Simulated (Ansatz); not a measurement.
# HP: ladder of basis sets in Python

A script is to give a ladder of basis sets; the system is HP.

All numbers are computed with the Python package of Ansatz 0.2.0. The levels of theory stand in the script.

## Step 1: Starting point

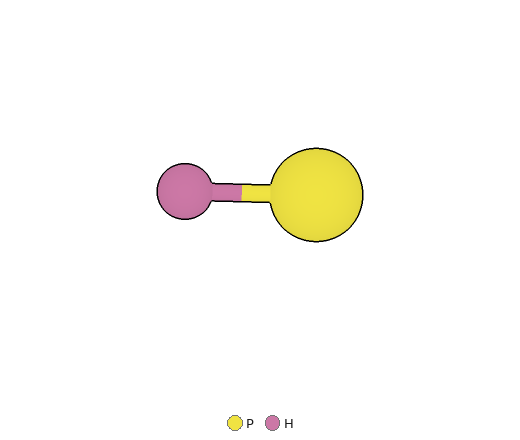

The starting structure, viewed from a chosen angle; phosphorus yellow, hydrogen pink.

The script holds or builds the structure itself.

## Step 2: The code

Input file hp_basis.py:

```python
'''How the energy of HP converges with the basis.'''

import logging
import sys

import ansatz as az
from ase import Atoms

logging.basicConfig(stream=sys.stdout, format='%(levelname)s %(message)s')
logger = logging.getLogger('ansatz_job')
logger.setLevel(logging.INFO)

atoms = Atoms(['P', 'H'], positions=[
    (0.0, 0.0, 0.0),
    (0.0, 0.0, 1.385),
])
molecule = az.Crystal.molecule_from_ase(atoms)

calculation = molecule.calculation()
calculation = calculation.functional('B3LYP')
calculation = calculation.spin('collinear', total=2)
calculation = calculation.accuracy('medium')

energies = {}
for basis in ['aug-cc-pVDZ', 'aug-cc-pVTZ']:
    summary = calculation.basis(gaussian=basis).run(threads=1).report
    size = summary['n_frozen'] + summary['n_occupied'][0] + summary['n_virtual'][0]
    energies[basis] = (summary['reference_energy_ev'] / 27.211386246, summary['free_energy_ev'] / 27.211386246)
    logger.info(f'{basis:14s} {size:4d} orbitals  reference {energies[basis][0]:14.6f} Ha  total {energies[basis][1]:14.6f} Ha')

last = energies['aug-cc-pVTZ'][1]
for basis, (_, total) in energies.items():
    logger.info(f'{basis:14s} lies {27.211386 * (total - last):9.4f} eV above aug-cc-pVTZ')
```

## Step 3: Running it

On the command line:

```bash
$ python hp_basis.py
```

What it wrote:

```text
INFO aug-cc-pVDZ      36 orbitals  reference    -341.897913 Ha  total    -341.897913 Ha
INFO aug-cc-pVTZ      73 orbitals  reference    -341.909746 Ha  total    -341.909746 Ha
INFO aug-cc-pVDZ    lies    0.3220 eV above aug-cc-pVTZ
INFO aug-cc-pVTZ    lies    0.0000 eV above aug-cc-pVTZ
```

It took 1.1 s on 1 thread of AMD EPYC 9R45 (Zen 5), shared host; peak memory 0.19 GiB.

## Step 4: The runs side by side

The 2 runs, in the order started:

```csv
run,basis,energy (eV),<S²>,SCF cycles,CPU time (s)
1,aug-cc-pVDZ,-9303.5162,2.01,13,0.27
2,aug-cc-pVTZ,-9303.8382,2.01,16,0.51
```

## Step 5: Summary of results

```
     quantity  value
runs compared      2
```

In words: Against aug-cc-pVDZ: aug-cc-pVTZ -11.8 mHa. The last step alone is -11.83 mHa. The geometry is a force-field or estimated start, not a minimum of this method, and the last set is no limit. Much of the fall in a total is atomic energy, which cancels in bond and reaction energies. The species is open-shell (spin multiplicity 3). b3lyp holds the VWN-RPA fit, as in Gaussian; the form of ORCA and Turbomole is b3lyp5. For Al to Cl the sets with a tight d function, cc-pV(X+d)Z, are usual. The spin state was assumed, and another may lie lower.
